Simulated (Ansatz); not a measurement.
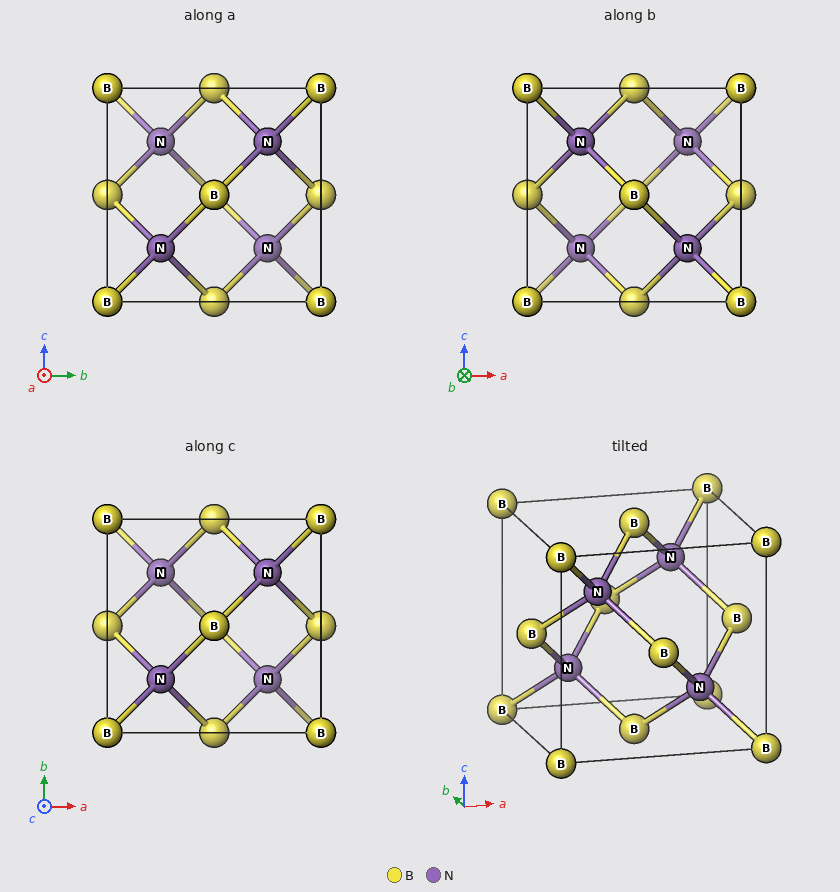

The figure gives a ball-and-stick picture of the atoms, viewed along the a axis, along the b axis, along the c axis and slightly off an axis. Lines trace the edges of the conventional unit cell.

Lattice parameters: a = 3.4851 Å, b = 3.4851 Å, c = 3.4851 Å, α = 90.000°, β = 90.000°, γ = 90.000°.

Question: Put the structure into a CIF in P1 with every atom of the cell.

Answer:
```cif
data_structure
_symmetry_space_group_name_H-M 'P 1'
_symmetry_Int_Tables_number 1
_cell_length_a 3.4851
_cell_length_b 3.4851
_cell_length_c 3.4851
_cell_angle_alpha 90.000
_cell_angle_beta 90.000
_cell_angle_gamma 90.000
_cell_volume 42.33
loop_
_atom_site_label
_atom_site_type_symbol
_atom_site_fract_x
_atom_site_fract_y
_atom_site_fract_z
_atom_site_occupancy
B1 B 0.0000 0.0000 0.0000 1
N1 N 0.2500 0.2500 0.7500 1
B2 B 0.0000 0.5000 0.5000 1
N2 N 0.2500 0.7500 0.2500 1
B3 B 0.5000 0.0000 0.5000 1
N3 N 0.7500 0.2500 0.2500 1
B4 B 0.5000 0.5000 0.0000 1
N4 N 0.7500 0.7500 0.7500 1
```

Its origin is a structure type filled with these elements by a generator (whether the compound takes this form wasn't checked). Earlier steps of the study may have refined or changed the cell and positions. It went into a calculation with Ansatz.
